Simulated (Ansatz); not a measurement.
C$_{2}$H$_{4}$SZn

Input file:

```
crystal:
  periodic: [false, false, false]
  atoms:
    - {symbol: C, position_ang: [0.157845, 1.211035, -0.246330]}
    - {symbol: C, position_ang: [0.320093, -0.230528, 0.044792]}
    - {symbol: S, position_ang: [1.775464, -0.957645, 0.183259]}
    - {symbol: Zn, position_ang: [-0.856305, -1.743387, 0.358568]}
    - {symbol: H, position_ang: [-0.435715, 1.335989, -1.159195]}
    - {symbol: H, position_ang: [-0.428282, 1.682472, 0.550789]}
    - {symbol: H, position_ang: [1.114600, 1.729068, -0.355588]}
    - {symbol: H, position_ang: [-1.647700, -3.026994, 0.623694]}
basis:
  gaussian: {orbitals: def2-TZVPP}
hamiltonian: {xc: pbe0, dispersion: d4}
output: {orbitals: {seedname: orbitals}}
```

Launched as:

```sh
ansatz run in.yaml --threads 4 --pin off --events-out ev --progress --plain --max-ram 10444MiB
```

Geometry: PBE0-D4/def2-TZVP.

Method: RKS PBE0-D4/def2-TZVPP in Ansatz.

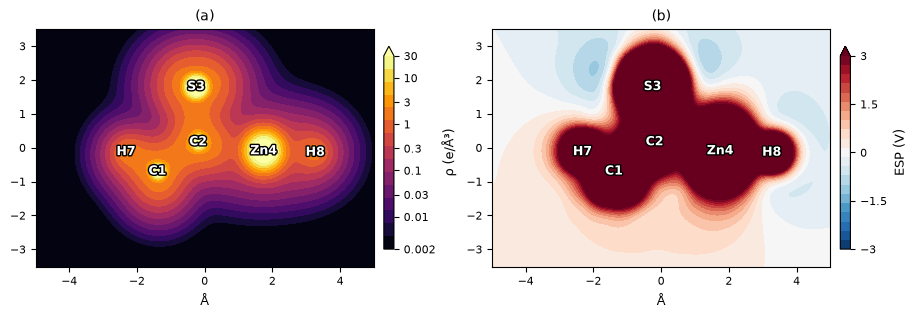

Figure 1. (a) total electron density; (b) molecular electrostatic potential on the plane of atoms C1, C2 and Zn4.

Read the bonding off the picture.

Answer.
- The plane passes through C, S, Zn and H nuclei.
- C–C (1.48 Å): the density is about 1.8 e/Å³ at the midpoint.
- C–S (1.63 Å): the density is about 1.7 e/Å³ at the midpoint.
- C–Zn (1.94 Å): ρ at the midpoint is about 0.77 e/Å³.
- Zn–S (2.75 Å): ρ at the midpoint is about 0.33 e/Å³.
- C–H (1.09 Å): ρ is about 2 e/Å³ halfway.
- Outside the dense part of the molecule the potential is most negative (−1.0 V) near S3.

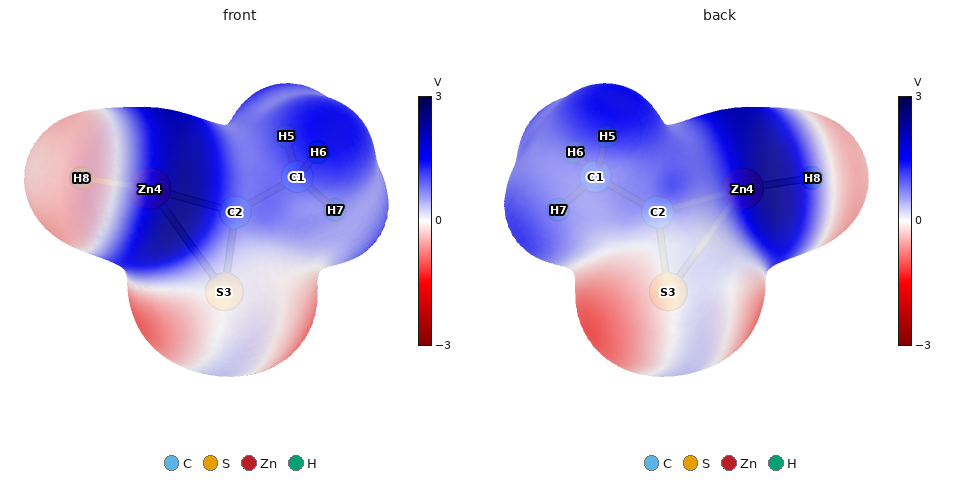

Figure 2. The molecular electrostatic potential painted on the density surface at 0.004 e/bohr³, seen from the front and from behind; red is negative and blue positive.

Which sites attract a positive test charge, and which a negative one?

Answer. A positive charge is drawn to the negative regions and a negative charge to the positive ones. The most negative region (about −1.0 V, or −23 kcal/mol for a unit charge) lies over S3, the most positive (about +2.4 V, or +55 kcal/mol for a unit charge) over Zn4.

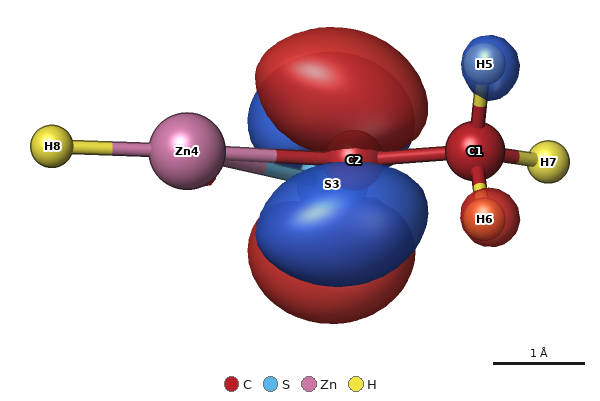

Figure 3. The LUMO at ±0.15 Å⁻³ᐟ² (blue and red are the two phases), seen from one side.

Describe this orbital and give its energy.

Answer. Its weight (Hirshfeld) is mainly on S3 (about 40 %), C2 (about 35 %) and Zn4 (about 15 %); π-antibonding (π*) across S3–C2. Its energy is −2.30 eV.

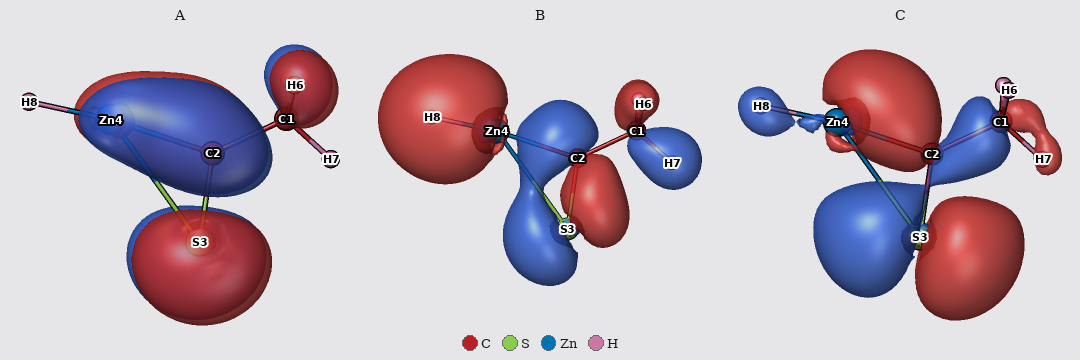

Figure 4. Three frontier orbitals at ±0.08 Å⁻³ᐟ² (blue and red are the two phases), in no order.

Order the three orbitals by energy and name them.

Answer. B is the HOMO−1 (−8.47 eV). It lies mainly on H8 (about 35 %), Zn4 (about 25 %), S3 (about 15 %) and C2 (about 15 %). C is the HOMO (−6.11 eV). Its weight (Hirshfeld) is mainly on S3 (about 65 %), C2 (about 15 %) and Zn4 (about 15 %). A is the LUMO (−2.30 eV). By Hirshfeld shares it lies mainly on S3 (about 40 %), C2 (about 35 %) and Zn4 (about 15 %); π-antibonding (π*) across S3–C2.

What is the HOMO–LUMO gap?

Answer. 3.81 eV between the orbital energies.
